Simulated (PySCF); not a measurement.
# BCl₄−: NMR shifts at several levels of theory, part 2 of 2

PySCF 2.14.0. Atoms count from 0.

## (11) NMR shieldings: PBE0/6-31G*

Job settings and geometry (Å):

```
{"job": {"kind": "nmr", "xc": "PBE0", "basis": "6-31G*", "pop": true}, "charge": -1, "multiplicity": 1}
Cl     1.769005    -0.625046    -0.233914
B      0.018837    -0.021277    -0.019470
Cl    -1.169786    -1.361372    -0.534368
Cl    -0.273349     0.414533     1.769129
Cl    -0.252607     1.488392    -1.077867
```

With the program's defaults for keys left out, this is: GIAO PBE0/6-31G* NMR shielding, non-relativistic, gas phase.

Log:

```text
coarse grid: 7584 points
cycle   1  E = -1865.1850546015  dE =  3.070e-01  |g| = 4.031e-01  |ddm| = 2.477e+00
cycle   2  E = -1865.1874395264  dE = -2.385e-03  |g| = 4.252e-01  |ddm| = 1.045e+00
cycle   3  E = -1865.2345784283  dE = -4.714e-02  |g| = 8.524e-02  |ddm| = 5.355e-01
cycle   4  E = -1865.2366559086  dE = -2.077e-03  |g| = 6.432e-03  |ddm| = 1.218e-01
cycle   5  E = -1865.2366674882  dE = -1.158e-05  |g| = 8.071e-04  |ddm| = 1.001e-02
cycle   6  E = -1865.2366676942  dE = -2.061e-07  |g| = 6.409e-05  |ddm| = 1.358e-03
final grid: 58192 points
cycle   7  E = -1865.1908579449  dE = -1.161e-05  |g| = 3.013e-03  |ddm| = 1.397e-02
cycle   8  E = -1865.1908564053  dE =  1.540e-06  |g| = 3.945e-03  |ddm| = 8.669e-03
cycle   9  E = -1865.1908608046  dE = -4.399e-06  |g| = 3.578e-04  |ddm| = 4.872e-03
cycle  10  E = -1865.1908608386  dE = -3.408e-08  |g| = 4.842e-05  |ddm| = 5.952e-04
cycle  11  E = -1865.1908608393  dE = -6.180e-10  |g| = 7.433e-06  |ddm| = 7.029e-05
converged SCF energy = -1865.1908608393

GIAO shielding tensors (ppm)
atom      isotropic    diamagn.    paramagn.     s11        s22        s33       span
  0 Cl     803.518    1146.549    -343.031    709.827    710.001    990.727    280.901
  1 B       96.588     186.943     -90.355     96.558     96.585     96.622      0.064
  2 Cl     803.289    1146.566    -343.277    709.540    709.657    990.671    281.131
  3 Cl     803.140    1146.597    -343.458    709.297    709.435    990.686    281.389
  4 Cl     803.189    1146.583    -343.394    709.446    709.585    990.536    281.090
```

Wall time 4.9 s (1 thread of Arm Neoverse V1, shared host); peak memory 0.46 GiB.

This run: δ Cl0 127, B1 15.7 ppm (means over like atoms).

## (12) Shielding tensors: PBE0/6-311+G(2d,p)

Job settings and geometry (Å):

```
{"job": {"kind": "nmr", "xc": "PBE0", "basis": "6-311+G(2d,p)", "pop": true}, "charge": -1, "multiplicity": 1}
Cl     1.769005    -0.625046    -0.233914
B      0.018837    -0.021277    -0.019470
Cl    -1.169786    -1.361372    -0.534368
Cl    -0.273349     0.414533     1.769129
Cl    -0.252607     1.488392    -1.077867
```

Method: GIAO PBE0/6-311+G(2d,p) NMR shielding, non-relativistic, gas phase.

Log:

```text
coarse grid: 7584 points
cycle   1  E = -1865.2499656744  dE =  2.096e-01  |g| = 4.034e-01  |ddm| = 2.127e+00
cycle   2  E = -1865.2585092827  dE = -8.544e-03  |g| = 4.018e-01  |ddm| = 8.076e-01
cycle   3  E = -1865.2933589350  dE = -3.485e-02  |g| = 8.648e-02  |ddm| = 3.526e-01
cycle   4  E = -1865.2948083486  dE = -1.449e-03  |g| = 4.920e-02  |ddm| = 1.135e-01
cycle   5  E = -1865.2954494683  dE = -6.411e-04  |g| = 5.553e-04  |ddm| = 3.909e-02
cycle   6  E = -1865.2954496360  dE = -1.676e-07  |g| = 6.768e-05  |ddm| = 2.050e-03
final grid: 58192 points
cycle   7  E = -1865.3315894281  dE = -3.211e-05  |g| = 3.347e-03  |ddm| = 1.838e-02
cycle   8  E = -1865.3315873802  dE =  2.048e-06  |g| = 4.208e-03  |ddm| = 6.522e-03
cycle   9  E = -1865.3315922549  dE = -4.875e-06  |g| = 7.942e-04  |ddm| = 3.787e-03
cycle  10  E = -1865.3315923932  dE = -1.382e-07  |g| = 9.116e-05  |ddm| = 6.970e-04
cycle  11  E = -1865.3315923946  dE = -1.467e-09  |g| = 2.135e-05  |ddm| = 9.642e-05
cycle  12  E = -1865.3315923947  dE = -1.146e-10  |g| = 4.358e-06  |ddm| = 2.256e-05
converged SCF energy = -1865.3315923947

GIAO shielding tensors (ppm)
atom      isotropic    diamagn.    paramagn.     s11        s22        s33       span
  0 Cl     768.753    1146.563    -377.809    663.334    663.518    979.409    316.075
  1 B       90.928     184.459     -93.531     90.893     90.925     90.966      0.073
  2 Cl     768.502    1146.585    -378.083    663.034    663.155    979.317    316.283
  3 Cl     768.345    1146.629    -378.284    662.788    662.928    979.319    316.531
  4 Cl     768.380    1146.609    -378.229    662.913    663.062    979.165    316.251
```

Wall time 11 s (1 thread of Arm Neoverse V1, shared host); peak memory 0.74 GiB.

This run: δ Cl0 180, B1 11.5 ppm (means over like atoms).

## (13) Nuclear shieldings: PBE0/def2-SVP

Job settings and geometry (Å):

```
{"job": {"kind": "nmr", "xc": "PBE0", "basis": "def2-SVP", "pop": true}, "charge": -1, "multiplicity": 1}
Cl     1.769005    -0.625046    -0.233914
B      0.018837    -0.021277    -0.019470
Cl    -1.169786    -1.361372    -0.534368
Cl    -0.273349     0.414533     1.769129
Cl    -0.252607     1.488392    -1.077867
```

Method: GIAO PBE0/def2-SVP NMR shielding, non-relativistic, gas phase.

Log:

```text
coarse grid: 7584 points
cycle   1  E = -1864.4432148125  dE =  2.217e-01  |g| = 3.978e-01  |ddm| = 2.387e+00
cycle   2  E = -1864.4376811656  dE =  5.534e-03  |g| = 4.364e-01  |ddm| = 9.684e-01
cycle   3  E = -1864.4842413037  dE = -4.656e-02  |g| = 8.803e-02  |ddm| = 5.188e-01
cycle   4  E = -1864.4863338670  dE = -2.093e-03  |g| = 7.459e-03  |ddm| = 9.290e-02
cycle   5  E = -1864.4863491052  dE = -1.524e-05  |g| = 6.184e-04  |ddm| = 8.199e-03
cycle   6  E = -1864.4863492240  dE = -1.187e-07  |g| = 9.721e-05  |ddm| = 1.066e-03
final grid: 58192 points
cycle   7  E = -1864.6726980040  dE = -1.528e-05  |g| = 2.422e-03  |ddm| = 1.371e-02
cycle   8  E = -1864.6726975115  dE =  4.924e-07  |g| = 2.825e-03  |ddm| = 5.881e-03
cycle   9  E = -1864.6726997223  dE = -2.211e-06  |g| = 4.658e-04  |ddm| = 3.101e-03
cycle  10  E = -1864.6726997745  dE = -5.219e-08  |g| = 3.934e-05  |ddm| = 5.791e-04
cycle  11  E = -1864.6726997748  dE = -3.693e-10  |g| = 9.592e-06  |ddm| = 5.686e-05
converged SCF energy = -1864.6726997748

GIAO shielding tensors (ppm)
atom      isotropic    diamagn.    paramagn.     s11        s22        s33       span
  0 Cl     845.244    1146.569    -301.325    768.831    768.963    997.938    229.107
  1 B       96.825     185.863     -89.039     96.796     96.823     96.856      0.061
  2 Cl     845.060    1146.599    -301.538    768.621    768.658    997.901    229.280
  3 Cl     844.948    1146.652    -301.704    768.401    768.517    997.927    229.526
  4 Cl     844.961    1146.627    -301.665    768.513    768.590    997.780    229.267
```

It took 4 s on 1 thread of Arm Neoverse V1, shared host; peak memory 0.47 GiB.

In short: δ Cl0 123, B1 13.8 ppm (means over like atoms).

## (14) Nuclear shieldings: PBE0/def2-TZVP

Job settings and geometry (Å):

```
{"job": {"kind": "nmr", "xc": "PBE0", "basis": "def2-TZVP", "pop": true}, "charge": -1, "multiplicity": 1}
Cl     1.769005    -0.625046    -0.233914
B      0.018837    -0.021277    -0.019470
Cl    -1.169786    -1.361372    -0.534368
Cl    -0.273349     0.414533     1.769129
Cl    -0.252607     1.488392    -1.077867
```

Method: GIAO PBE0/def2-TZVP NMR shielding, non-relativistic, gas phase.

Log:

```text
coarse grid: 7584 points
cycle   1  E = -1865.2842227030  dE =  2.789e-01  |g| = 3.803e-01  |ddm| = 1.910e+00
cycle   2  E = -1865.2940285767  dE = -9.806e-03  |g| = 3.954e-01  |ddm| = 7.963e-01
cycle   3  E = -1865.3259014537  dE = -3.187e-02  |g| = 8.491e-02  |ddm| = 3.045e-01
cycle   4  E = -1865.3274676613  dE = -1.566e-03  |g| = 3.970e-02  |ddm| = 9.624e-02
cycle   5  E = -1865.3278517914  dE = -3.841e-04  |g| = 8.232e-04  |ddm| = 2.542e-02
cycle   6  E = -1865.3278520909  dE = -2.995e-07  |g| = 9.756e-05  |ddm| = 1.657e-03
final grid: 58192 points
cycle   7  E = -1865.3319740523  dE = -3.311e-05  |g| = 4.509e-03  |ddm| = 1.913e-02
cycle   8  E = -1865.3319728430  dE =  1.209e-06  |g| = 4.148e-03  |ddm| = 6.626e-03
cycle   9  E = -1865.3319765749  dE = -3.732e-06  |g| = 1.589e-03  |ddm| = 3.930e-03
cycle  10  E = -1865.3319771664  dE = -5.915e-07  |g| = 1.109e-04  |ddm| = 9.677e-04
cycle  11  E = -1865.3319771688  dE = -2.373e-09  |g| = 2.302e-05  |ddm| = 1.068e-04
cycle  12  E = -1865.3319771689  dE = -1.032e-10  |g| = 3.749e-06  |ddm| = 1.921e-05
converged SCF energy = -1865.3319771689

GIAO shielding tensors (ppm)
atom      isotropic    diamagn.    paramagn.     s11        s22        s33       span
  0 Cl     755.936    1145.127    -389.191    647.730    647.911    972.167    324.437
  1 B       88.415     178.061     -89.645     88.381     88.412     88.453      0.072
  2 Cl     755.679    1145.150    -389.472    647.416    647.535    972.085    324.670
  3 Cl     755.519    1145.195    -389.676    647.164    647.298    972.094    324.929
  4 Cl     755.555    1145.172    -389.617    647.294    647.441    971.930    324.636
```

Wall time 12 s (1 thread of Arm Neoverse V1, shared host); peak memory 0.75 GiB.

Key values: δ Cl0 177, B1 14.2 ppm (means over like atoms).

## (15) Side by side: NMR shifts

Shifts (ppm), means over like atoms, with basis size and wall time (the measured row can stand on another reference than the computed rows):

| run | Cl0 | B1 | functions | time |
| --- | --- | --- | --- | --- |
| WP04/pcSseg-2 | 138 | 21.4 | 208 | 14 s |
| B97-2/pcSseg-2 | 165 | 14.6 | 208 | 14 s |
| BHandHLYP/pcSseg-2 | 152 | 15.5 | 208 | 14 s |
| CAM-B3LYP/pcSseg-2 | 170 | 14.9 | 208 | 20 s |
| wB97X-D/pcSseg-2 | 163 | 12.9 | 208 | 20 s |
| LC-wPBE/pcSseg-2 | 154 | 9.9 | 208 | 25 s |
| PBE0/STO-3G | -34 | 18.4 | 41 | 1.8 s |
| PBE0/6-31G | 137 | 16.5 | 61 | 3.6 s |
| PBE0/6-31G* | 127 | 15.7 | 86 | 4.9 s |
| PBE0/6-311+G(2d,p) | 180 | 11.5 | 167 | 11 s |
| PBE0/def2-SVP | 123 | 13.8 | 86 | 4 s |
| PBE0/def2-TZVP | 177 | 14.2 | 179 | 12 s |
| measured | – | 6.7 | – | – |

Measured: Macháček, Bühl, Fanfrlík, Hnyk, 11B NMR of BX3 and BX4-, J. Phys. Chem. A (author manuscript).

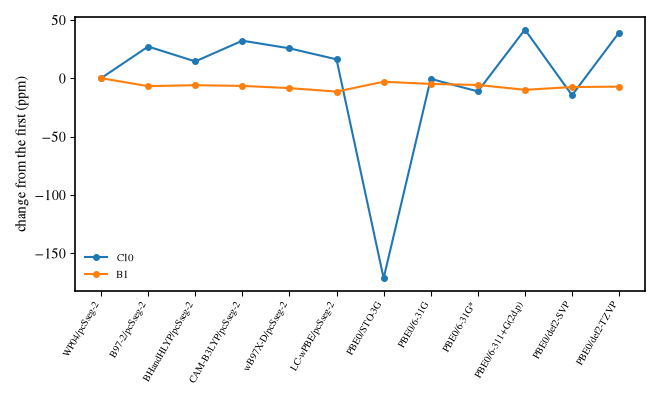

How the tabulated atoms move from run to run.

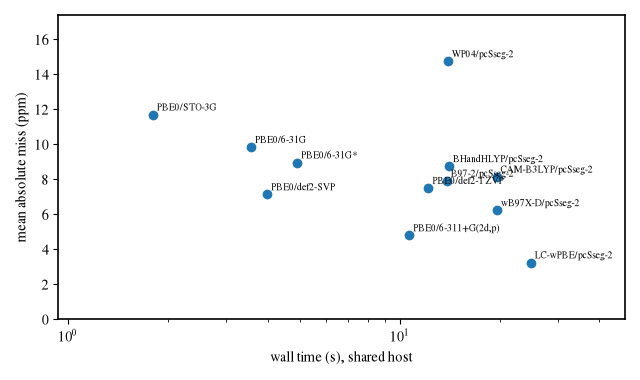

Cost against miss for the one measured 11B shift.

## (16) What came out

This closing draws on all 2 parts.

| quantity | value |
| --- | --- |
| point group | Td |
| rotational constants (main isotopes) | 1.56, 1.56, 1.56 GHz |
| 35Cl shifts against HCl (WP04/pcSseg-2, means over atoms taken as alike) | 138 ppm |
| 11B shifts against BF3·OEt2 (WP04/pcSseg-2) | 21.4 ppm |
| measured, and computed on the same scale | B1 δ 6.7, 21.4 ppm |
| range of the shift of Cl0 | -34 to 180 ppm |
| property runs in this session | 12, of which 0 failed and 1 gave unsound results |

In words: Single values in the summary come from the first run of each kind that ended normally (WP04/pcSseg-2), which need not be the best level. The start was shaken at random, so part of the energy gained undoes that. The optimisation took 4 steps and gained 0.061 eV; among the close pairs (by a distance rule), Cl0–B1 changed most, from 1.942 to 1.864 Å. No frequency check was run at this level, so the end point may be a saddle. At WP04/pcSseg-2: The largest span, 347 ppm, is at Cl0, Cl2, Cl3, Cl4, where the paramagnetic term is -389 ppm. The one measured 11B shift is missed by +14.7 ppm (computed less measured, unscaled). Vibration, temperature and solvent are missing from the calculation, so part of the miss against the measured shifts is not the functional's. In ppm, Cl0 (with its like atoms) moves most: its shift spreads over 213 ppm, from -34 (PBE0/STO-3G) to 180 (PBE0/6-311+G(2d,p)). A minimal basis is unusable for shieldings, so that end is no result. For the one measured 11B shift, LC-wPBE/pcSseg-2 misses least (3.2 ppm, 25 s) and WP04/pcSseg-2 most (14.7 ppm, 14 s); the quickest, PBE0/STO-3G, misses by 11.7 ppm in 1.8 s. One molecule ranks no method: errors cancel, and vibration and temperature are missing from all runs.
